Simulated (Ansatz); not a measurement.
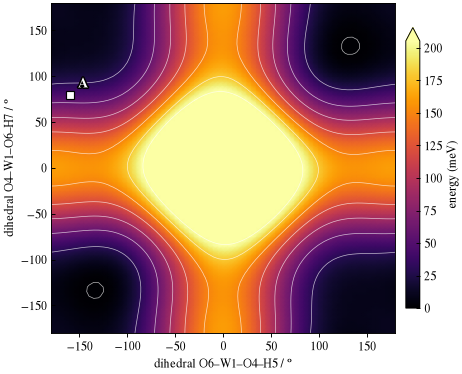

WO2(OH)2 (H₂O₄W). The first coordinate is: dihedral O6–W1–O4–H5; the second: dihedral O4–W1–O6–H7. Nothing is relaxed (all other coordinates rigid). The grid has 18 × 18 points; 171 points were computed and 153 follow by symmetry. Points are written as (first, second). All energies are given in meV relative to the lowest grid point. All numbers below come from RHF/def2-SVP in Ansatz 0.2.0.

Drawn: a smooth colour map with a few white contour lines, one colour for all values above the top of the scale, the point A. Between grid points the surface is interpolated.

Q: Is A at rest? If not, where is it pushed?

A: A, at (−160°, 80°), is not a stationary point. The computed force is nearly zero along dihedral O6–W1–O4–H5 and 1.5 meV for each degree towards larger values of dihedral O4–W1–O6–H7.
